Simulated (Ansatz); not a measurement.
CH5FOSi2

```xyz
10

F    -0.6614   -2.3336   -0.8908
C    -0.6105   -1.5103    0.3054
Si   -0.5171    0.3515   -0.2021
O     1.0950    0.7277   -0.7377
Si    2.4849    1.7528   -0.5572
H     0.2684   -1.8150    0.9004
H    -1.5244   -1.7023    0.8981
H    -1.4701    0.6004   -1.3454
H     1.8863    2.6705    0.6228
H    -0.8682    1.2073    1.0095
```

Level of theory: RKS PBE/6-31G in Ansatz.

> What will maps of the electron density and electron localisation function show?

Si–O (1.74 Å): ρ at the midpoint is about 0.76 e/Å³; the ELF peaks at about 0.80 between the atoms: a shared but strongly polarised pair.
Si–H (1.52 Å): ρ is about 0.66 e/Å³ halfway; the ELF climbs to about 1 towards the hydrogen, as it does in any bond to H.

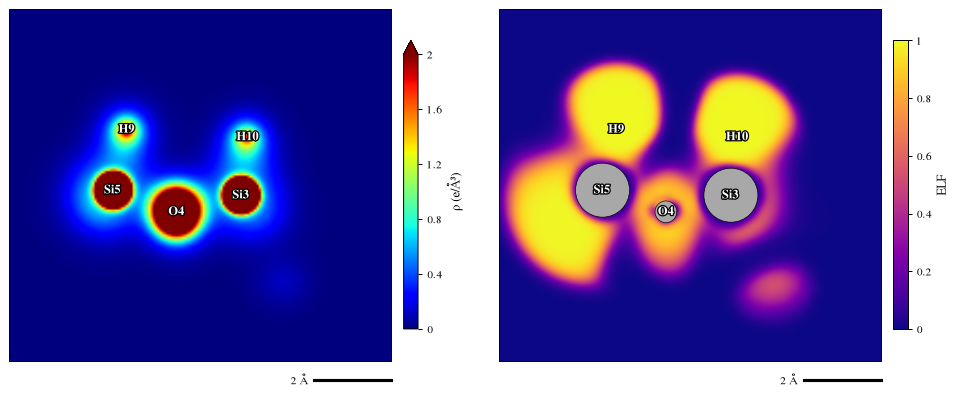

Computed electron density and electron localisation function on the plane of atoms Si3, O4 and Si5, in this order. Grey discs cover the atomic cores in the ELF map. 
